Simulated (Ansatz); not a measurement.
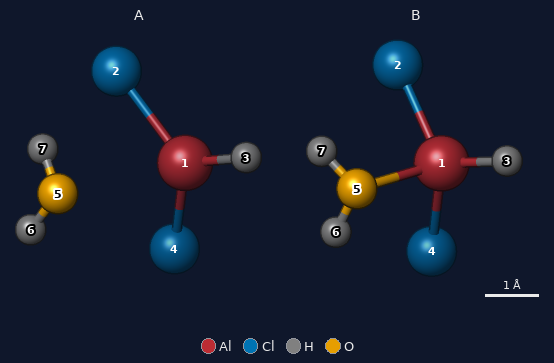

Two geometries of AlH3OCl2, drawn at one scale. One is the start of a relaxation, the other its converged end. The picture is a ball-and-stick view, seen at a tilt.

Theory: RKS B3LYP/def2-SVP in Ansatz. (no spin polarisation; force threshold 0.03 eV/Å; at most 50 steps)

Question: Which geometry has the lower energy?

Answer: Structure B is the relaxed one. The run prepares an end point of a later path (reaction) calculation, from a guessed geometry. After 8 geometry steps the energy has fallen by 18.4 kcal/mol. The largest force component goes from 1.1 to 0.025 eV/Å. H6 moves most after the best rigid fit: 0.57 Å. By element the largest moves are H 0.57 Å, O 0.53 Å, Al 0.45 Å, Cl 0.43 Å. Some distances before and after: Al1–O5 2.959 → 1.992 Å, Al1–Cl2 2.199 → 2.148 Å, Al1–Cl4 2.104 → 2.147 Å, O5–H7 0.988 → 0.975 Å. New bonds form, among them: Al1–O5 (2.96 → 1.99 Å). Among the angles between lasting bonds that change: H3–Al1–Cl4 122.7° → 118.3°, H6–O5–H7 103.9° → 107.3°.

Limits of the set-up: the start holds two separate molecules, 2.6 Å apart at their closest, whose relative position is a soft coordinate and is computed without a dispersion correction.
